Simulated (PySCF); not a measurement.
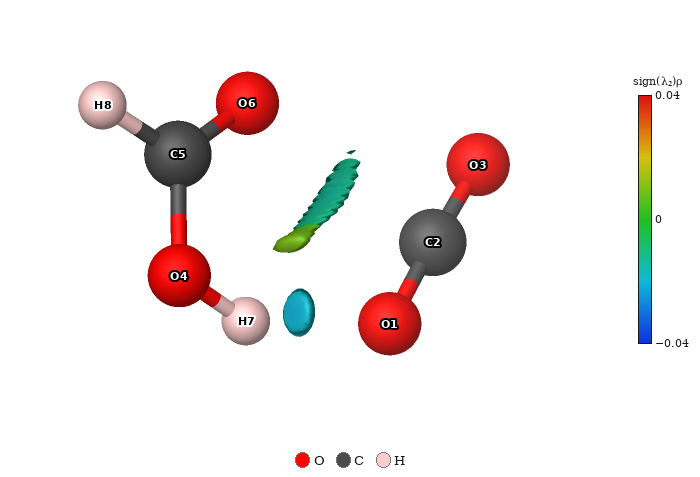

Figure. C$_{2}$H$_{2}$O$_{4}$, SMILES `O=C=O.OC=O`. Non-covalent interaction surfaces between the fragments (reduced density gradient s = 0.4, coloured by sign(λ₂)ρ in a.u.; trimmed to the region between the fragments where ρ is under 0.06 a.u.). Fragment A: CO2 (atoms 1–3); fragment B: H2CO2.

Method: PBE0/def2-SVP; geometry: GFN2-xTB; program: PySCF.

> Which interactions hold the two fragments together?

Bond critical points between the fragments: O1···H7, hydrogen bond, 2.01 Å, ρ = 0.020 a.u.; O1···O6, 2.85 Å, ρ = 0.013 a.u., a bond path close to vanishing (ellipticity 2.0). The strongest appears blue-green. Several contacts close a ring, whose ring point adds a part with positive λ₂ between them. The pose is a local one from a semi-empirical search, not shown to be the most stable.

> How strongly are they bound?

The counterpoise-corrected interaction energy of the frozen fragments is −3.7 kcal/mol without dispersion correction and −4.8 kcal/mol with D3(BJ). The pair geometry is semi-empirical, not a minimum at this level.
